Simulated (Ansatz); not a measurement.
Input

```
crystal:
  lattice:
    - [2.8291094743, 1.6333871165, 8.517033202]
    - [-2.8291094743, 1.6333871165, 8.517033202]
    - [0.0, -3.266774233, 8.517033202]
  atoms:
    - { symbol: Sr, position: [0.7052051449, 0.7052051449, 0.7052051449] }
    - { symbol: Sr, position: [0.2947948551, 0.2947948551, 0.2947948551] }
    - { symbol: Sr, position: [0.8816442321, 0.8816442321, 0.8816442321] }
    - { symbol: Sr, position: [0.1183557679, 0.1183557679, 0.1183557679] }
    - { symbol: Tm, position: [0.5, 0.5, 0.5] }
    - { symbol: Si, position: [0.0, 0.0, 0.0] }
basis:
  ecutwfc: 690
kpoints:
  mp_grid: { grid: [6, 6, 6] }
hamiltonian:
  xc: pbe
  pseudopotentials:
    kind: paw
    azcp: { Tm: "pseudopotentials/pbe/nc/lanthanide_3plus/Tm.nc.azcp" }
scf:
  occupations: { method: gaussian, width: 0.1 }
output:
  forces: true
  stress: true
  eigenvalues: true
  write_density: true
  write_potential: true
  elf: true
  volumetric_format: npy
relax:
  adjacent_minimum: "off"
  f_tol: 0.01
  max_steps: 30
  cell: { stress_tol: 0.1, fix: [volume] }
```

Run with:

```sh
ansatz run input.yaml --threads 1 --pin off --max-ram 2816MiB --backend cpu --events-out ev --progress --plain --runs-dir out
```

Below, planes, directions and counts refer to the conventional cell (a = 5.66 Å, b = 5.66 Å, c = 25.57 Å, α = 90.00°, β = 90.00°, γ = 120.00°).

The fields are those of the run's last geometry, not of the input's.

Space group R-3m; a generated structure, not necessarily the stable one; changed on purpose from its base cell (volume × 0.94, shape and atoms relaxed); computed without spin polarisation; no Hubbard U on the f states and no spin–orbit coupling.

All numbers below come from DFT PBE, scalar-relativistic, plane waves, PAW; 4f electrons in the core of a trivalent norm-conserving potential in Ansatz.

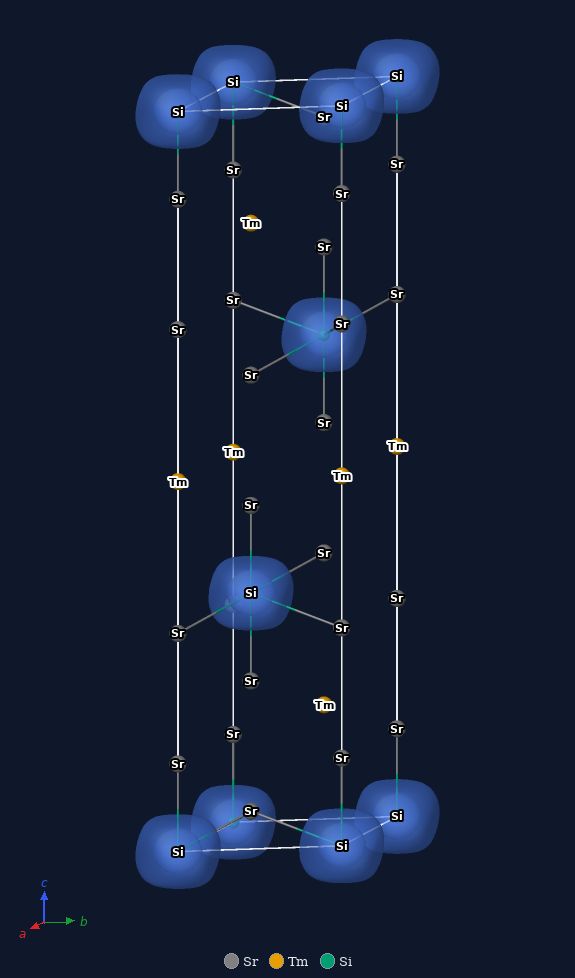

Sr4TmSi. Isosurface of the ELF at 0.75 (blue), seen slightly off an axis. Only the valence region is drawn (cores and ρ < 0.01 e/Å³ removed). Sticks mark near contacts.

Describe the localisation domains.

Answer. The ELF exceeds this value in three regions wrapped around Si (the valence shell of each), counted in one cell of 18 atoms. Regions shared between cells count once. Along the contacts the grid gives the following. Sr–Si (3.03 Å): the ELF peaks at about 0.80 in the valence shell of Si, 1.0 Å from its nucleus, and drops to about 0.15 between the two atoms. Sr–Tm (3.49 Å): the ELF is about 0.10 at the midpoint: no localised pair shows between them.
